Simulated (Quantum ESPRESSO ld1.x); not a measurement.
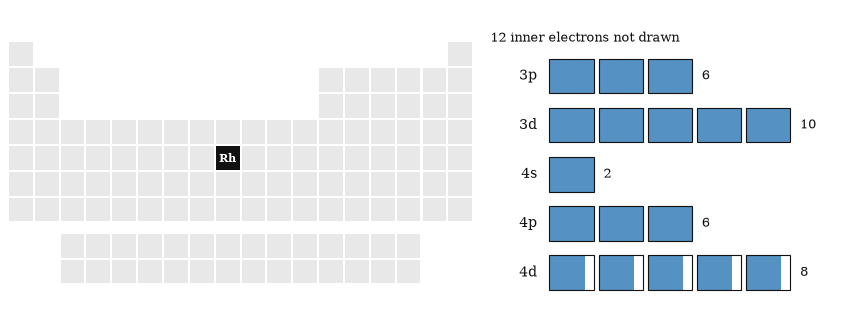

Fig. 1: Left, the place of rhodium in the periodic table; right, the outer shells as the input fills them: a box for each of the 2l + 1 orbitals, shaded by the share of the shell that is filled, with the electron count at the right.

# Atomic calculation for Rh⁺

- system: Rh⁺, configuration typed as [Kr] 4d8.
- method: radial all-electron Kohn-Sham run of Quantum ESPRESSO ld1.x with rel=1, dft='PBE' as typed

### Input
```
 &input
    zed=104.0,
    iswitch=1,
    rel=1,
    dft='PBE',
    config='[Kr] 4d8',
    prefix='ld1',
    max_out_wfc=37,
    file_charge='ld1.rho',
 /
```

Hardware: 1 CPU thread, shared host.

Command:
```bash
OMP_NUM_THREADS=1 ld1.x < ld1.in > ld1.out
```

### Log
```
     Program LD1 v.7.5 starts

 %%%%%%%%%%%%%%%%%%%%%%%%%%%%%%%%%%%%%%%%%%%%%%%%%%%%%%%%%%%%%%%%%%%%%%%%%%%%%%
     Error in routine ld1_readin (1):
     wrong nuclear charge zed: 104.00
 %%%%%%%%%%%%%%%%%%%%%%%%%%%%%%%%%%%%%%%%%%%%%%%%%%%%%%%%%%%%%%%%%%%%%%%%%%%%%%

     stopping ...
```

### Outcome

- outcome: refused by the program

### What went wrong

This input holds a deliberate fault: nuclear charge out of range. The program refused the input: “Error in routine ld1_readin (1): wrong nuclear charge zed: 104.00”.
